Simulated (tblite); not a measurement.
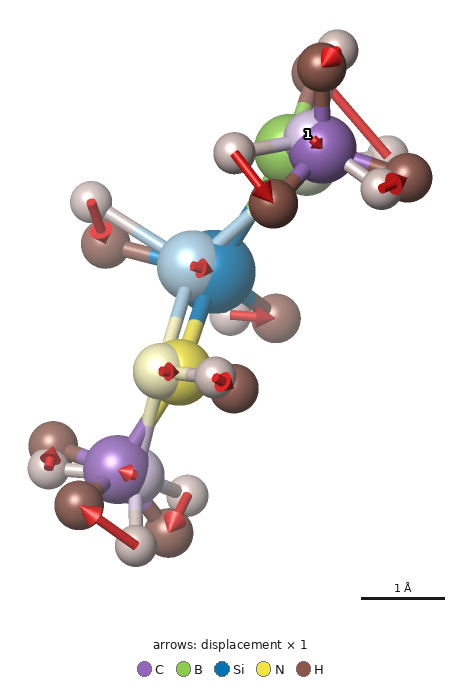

This is a relaxation of C2H10BNSi. The starting structure is drawn faded, the final one solid; red arrows show the displacements, at their true length. The two geometries are superimposed by the best rigid fit.

Style: ball-and-stick. Shown from a free direction.

Computed with GFN2-xTB geometry optimisation, gas phase in tblite. 

### Atoms of which element are displaced furthest, and by how much?

Hydrogen: up to 1.33 Å, against 0.31 Å for silicon.

### What did the optimiser do to the structure, and how much energy did it gain?

The largest move after the best rigid fit is that of an H atom, 1.33 Å. By element the largest moves are H 1.33 Å, Si 0.31 Å, B 0.28 Å, N 0.27 Å, C 0.25 Å. Near-neighbour distances that change, for instance: H–N 1.047 → 1.009 Å, C–H 1.125 → 1.089 Å, B–C 1.598 → 1.569 Å, N–Si 1.756 → 1.729 Å. Bond angles that change, for instance: Si–N–C 114.1° → 122.6°, B–Si–H 108.4° → 115.5°, H–C–H 113.5° → 106.6°. Groups turn about B–Si by about 45°, N–Si by about 30°, C–N by about 30°. After 132 geometry steps the energy has fallen by 0.462 eV.
